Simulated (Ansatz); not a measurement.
## Electronic structure of C2H6O2SSi in real space

```xyz
12

O    -0.0025   -1.6084   -0.9658
C     0.2013   -0.4461   -0.1892
Si    1.8837   -0.1874    0.5797
C    -0.9213    0.2924   -0.0419
O    -2.0704    0.0040   -0.7034
S    -1.0499    1.6108    1.1303
H     0.7556   -1.7208   -1.5606
H     2.8485   -0.8083   -0.3770
H     2.0520   -0.8788    1.8866
H     2.2068    1.2502    0.7351
H    -1.8534   -0.7662   -1.2669
H    -1.6292    2.4952    0.2856
```

Level of theory: Ansatz, RKS B3LYP-D4/6-31G*.

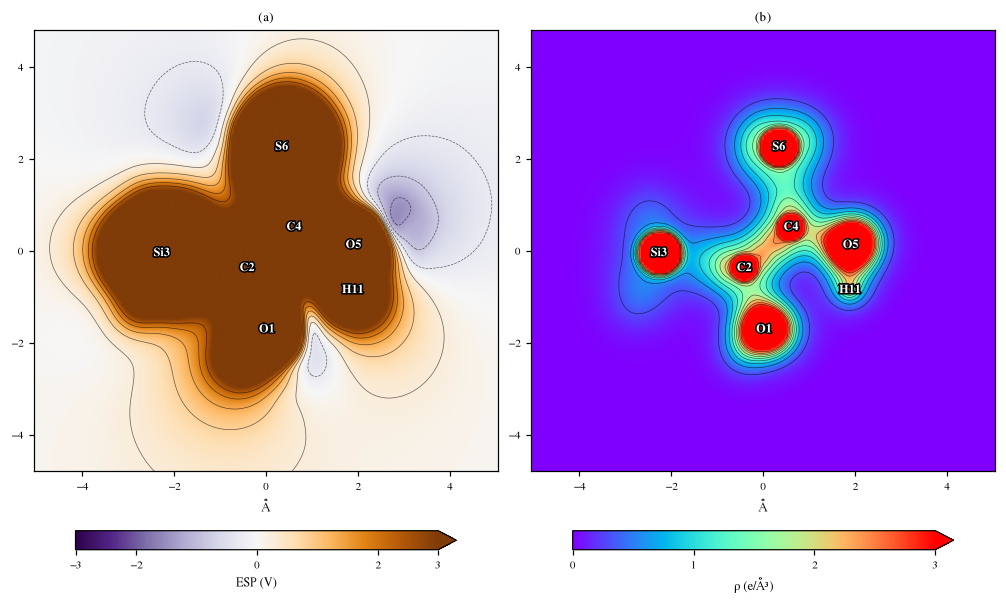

Figure 1. (a) electrostatic potential; (b) total electron density on the plane of atoms C2, C4 and O5.

Describe what can be read from this map.

Answer.
- The section cuts through O, C, Si, S and H sites.
- C–C (1.35 Å): ρ is about 2.3 e/Å³ halfway.
- C–O (1.36 Å): ρ at the midpoint is about 2.3 e/Å³, with its minimum of 2 e/Å³ about 0.5 Å from C.
- C–S (1.77 Å): the density is about 1.3 e/Å³ at the midpoint.
- C–Si (1.87 Å): ρ is about 0.97 e/Å³ halfway.
- O–H (0.98 Å): ρ is about 3.6 e/Å³ halfway.
- Outside the dense part of the molecule the potential is most negative (−1.5 V) near O5.

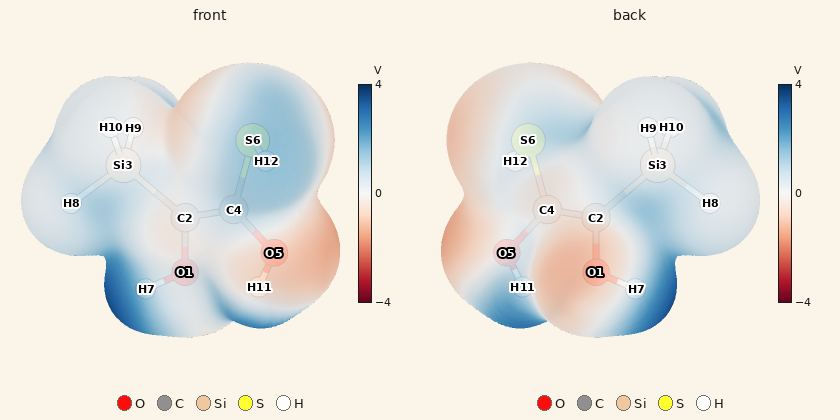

Figure 2. The molecular electrostatic potential painted on the density surface at 0.004 e/bohr³, seen from the front and from behind; red is negative and blue positive.

Which sites attract a positive test charge, and which a negative one?

Answer. A positive charge is drawn to the negative regions and a negative charge to the positive ones. The most negative region (about −1.4 V) lies over O5, the most positive (about +3.4 V) over H7. O5 is the likeliest acceptor of a hydrogen bond.

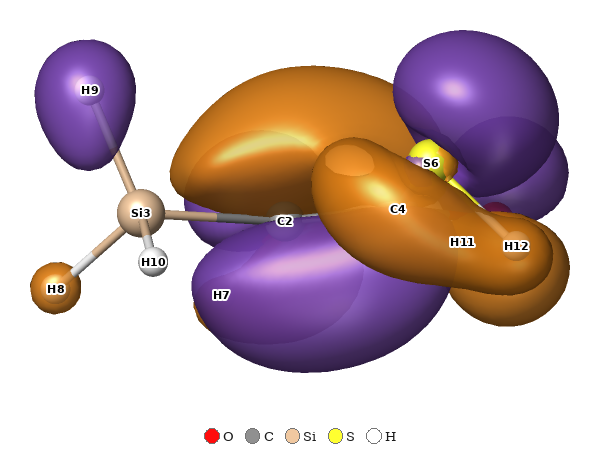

Figure 3. The HOMO at ±0.08 Å⁻³ᐟ² (orange and purple are the two phases), seen from one side.

Describe this orbital and give its energy.

Answer. By Hirshfeld shares it lies mainly on C2 (about 30 %), C4 (about 20 %), S6 (about 15 %), O1 (about 15 %) and O5 (about 15 %). Its energy is −5.85 eV.
